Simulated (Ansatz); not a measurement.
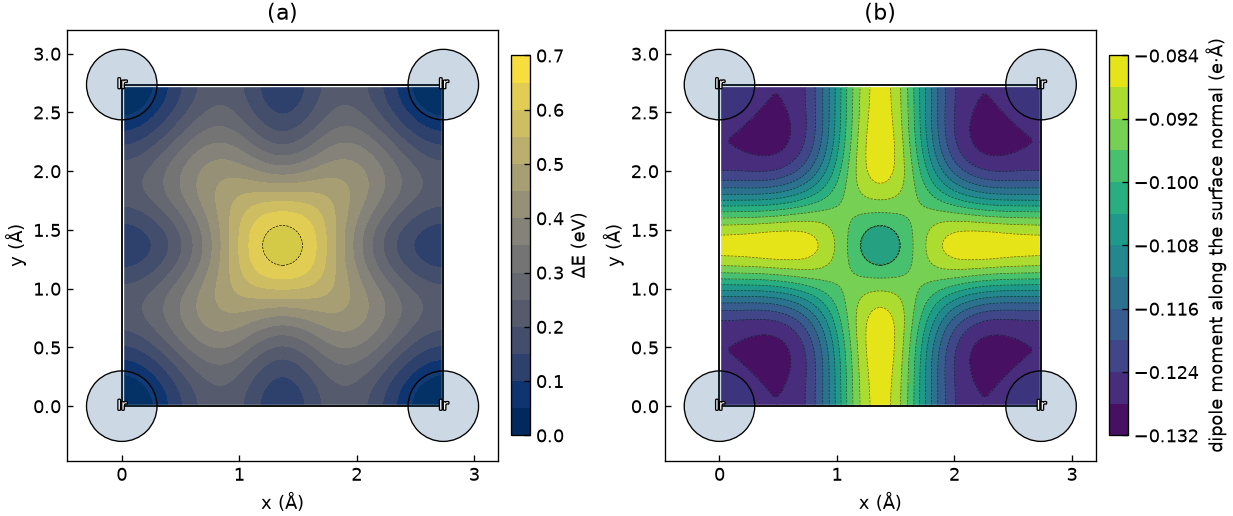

F on an Ir(100) slab cut from the Fm-3m phase, its upper half relaxed before the scan (3 atoms of substrate and one adsorbate in a 1 × 1 cell). F is moved over the surface cell; relaxed at each place: the height of the adsorbate's atoms; substrate rigid; the origin of the map has the adsorbate above Ir3. Places are given modulo a cell vector. The map is drawn in real space over the plane of the surface. The grid has 6 × 6 points; 10 points were computed and 26 follow by symmetry. Energies: eV, counted from the lowest grid point. With one adsorbate in each 1 × 1 cell, its nearest image is 2.7 Å away, so neighbouring adsorbates interact. The runs have no spin polarisation; a magnetic state may lie lower. The calculation used Ansatz, DFT PBE, scalar-relativistic, plane waves, PAW. Settings: cutoff 420 eV, k-mesh 10×10×1, gaussian smearing 0.1 eV, no spin polarisation.

Panel (a) is the energy and panel (b) the computed dipole moment along the surface normal on the same grid.

Drawn: filled contours, labelled circles for the atoms of the top layer and small ones for the second layer, the outline of one cell of the plane. Between grid points the surface is interpolated.

Question: How does the dipole moment along the surface normal vary over the map, and what is it at the lowest grid point?

Answer: It runs from −0.13 e·Å at (1/6, 1/6) of the cell vectors [nearest 1 Ir at 1.93 Å] to −0.09 e·Å at (1/6, 3/6) of the cell vectors [nearest 2 Ir at 2.14 Å]. At the lowest grid point, the top site over a surface Ir atom, (0/6, 0/6) of the cell vectors, it is −0.13 e·Å.

| second ↓, first → | 0/6 | 1/6 | 2/6 | 3/6 | 4/6 | 5/6 |
| --- | --- | --- | --- | --- | --- | --- |
| 5/6 | −0.13 | −0.13 | −0.11 | −0.09 | −0.11 | −0.13 |
| 4/6 | −0.11 | −0.11 | −0.10 | −0.09 | −0.10 | −0.11 |
| 3/6 | −0.09 | −0.09 | −0.09 | −0.10 | −0.09 | −0.09 |
| 2/6 | −0.11 | −0.11 | −0.10 | −0.09 | −0.10 | −0.11 |
| 1/6 | −0.13 | −0.13 | −0.11 | −0.09 | −0.11 | −0.13 |
| 0/6 | −0.13 | −0.13 | −0.11 | −0.09 | −0.11 | −0.13 |

PAW datasets: the set soft_1.
